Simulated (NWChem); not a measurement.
# U-wB97X/cc-pVDZ run of S2 (sulfur dimer)

What is the vertical ionisation energy of S2 (sulfur dimer) at U-wB97X/cc-pVDZ? 

The results are computed with NWChem 7.3.0.

3 further runs of the same task are left out: 3 set aside as unsound or not needed.

## 1. The molecule

S2: 2 atoms, total charge 0, spin state triplet. SMILES: `S=S`. Geometry: the measured bond length.

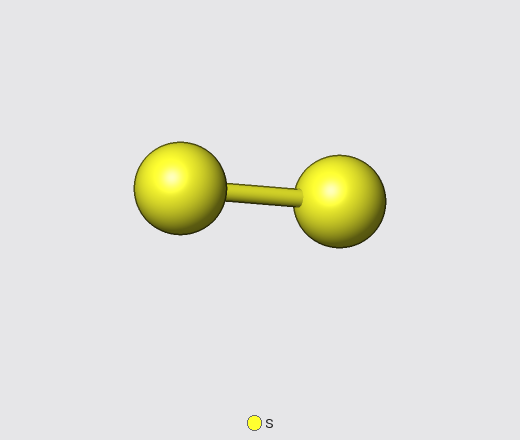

The structure, seen from a chosen angle (sulfur yellow).

## 2. The energy at U-wB97X/cc-pVDZ

File run.nw:

```
start run
title "S2 wB97X"
memory total 2200 mb

geometry units bohr noautosym nocenter noautoz
S    0.00000000   0.00000000   0.00000000
S    0.00000000   0.00000000   3.57007059
end

basis spherical bse
S library cc-pVDZ
end

dft
xc wb97x
mult 3
grid fine
convergence energy 1e-08
maxiter 100
mulliken
print low
end

task dft energy
```

Command:

```bash
$ nwchem run.nw > run.out
```

The program printed:

```text
[...]
 d= 0,ls=0.0,diis     1   -796.3340551112 -8.68D+02  6.81D-03  5.14D-02     1.7
[...]
 d= 0,ls=0.0,diis     8   -796.3577197600 -7.12D-10  1.52D-07  9.45D-12    10.8
[...]
         Total DFT energy =     -796.357719759972
      One electron energy =    -1242.129406197431
           Coulomb energy =      425.409723020558
    Exchange-Corr. energy =      -51.345302180892
 Nuclear repulsion energy =       71.707265597793
[...]
      Total Density - Mulliken Population Analysis
     ---------------------------------------------
    Atom       Charge   Shell Charges
 -----------   ------   -------------------------------------------------------
    1 S   16    16.00   2.00  2.02  0.96  0.92  6.01  2.28  1.72  0.09
    2 S   16    16.00   2.00  2.02  0.96  0.92  6.01  2.28  1.72  0.09
[...]
      <S2> =      2.0095 (Exact =     2.0000)
[...]
```

Run time: 12 s. Hardware: 1 thread of AMD EPYC 7R13 (Zen 3), shared host; peak memory 0.11 GiB.

## 3. The doublet cation

File s2.nw:

```
start s2
memory 2200 mb
charge 1

geometry units angstroms noautosym nocenter noautoz
 S        0.000000       0.000000       0.000000
 S        0.000000       0.000000       1.889200
end

basis spherical bse
 * library cc-pVDZ
end

dft
 xc wb97x
 mult 2
 grid fine
 convergence energy 1e-08
 iterations 100
 mulliken
 noprint "final vectors analysis"
end

task dft
```

Command:

```bash
$ nwchem s2.nw > s2.out
```

The program printed:

```text
[...]
          Wavefunction type:  spin polarized.
          No. of atoms     :     2
          No. of electrons :    31
[...]
          Charge           :     1
          Spin multiplicity:     2
[...]
          AO basis - number of functions:    36
[...]
              XC Information
              --------------
                       wb97x  Method XC Functional
                     Hartree-Fock (Exact) Exchange  1.000
                         wb97x Exchange Functional  1.000
                      wb97x Correlation Functional  1.000
[...]
 d= 0,ls=0.0,diis     1   -795.9607203043 -8.68D+02  6.08D-03  1.78D-01     1.7
[...]
 d= 0,ls=0.0,diis     7   -795.9965046350 -6.57D-09  2.54D-07  3.85D-11     9.3
[...]
         Total DFT energy =     -795.996504634981
      One electron energy =    -1231.964179476607
           Coulomb energy =      415.230313300196
    Exchange-Corr. energy =      -50.969909125478
 Nuclear repulsion energy =       71.707270666908
[...]
      Total Density - Mulliken Population Analysis
     ---------------------------------------------
    Atom       Charge   Shell Charges
 -----------   ------   -------------------------------------------------------
    1 S   16    15.50   2.00  2.02  1.05  0.84  6.01  2.17  1.31  0.10
    2 S   16    15.50   2.00  2.02  1.05  0.84  6.01  2.17  1.31  0.10
[...]
      <S2> =      0.7548 (Exact =     0.7500)
[...]
```

Wall time 10 s (1 thread of AMD EPYC 7R13 (Zen 3), shared host); peak memory 0.1 GiB.

## 4. Results

Level: U-wB97X/cc-pVDZ.

| quantity | value |
| --- | --- |
| triplet S2: total energy | -796.35772 Eh |
| triplet S2: ⟨S²⟩ | 2.010 |
| doublet cation: total energy | -795.99650 Eh |
| doublet cation: ⟨S²⟩ | 0.755 |
| vertical ionisation energy (to the doublet cation) | 9.829 eV |

**Reading.** The vertical ionisation energy comes to 9.83 eV (948 kJ/mol).
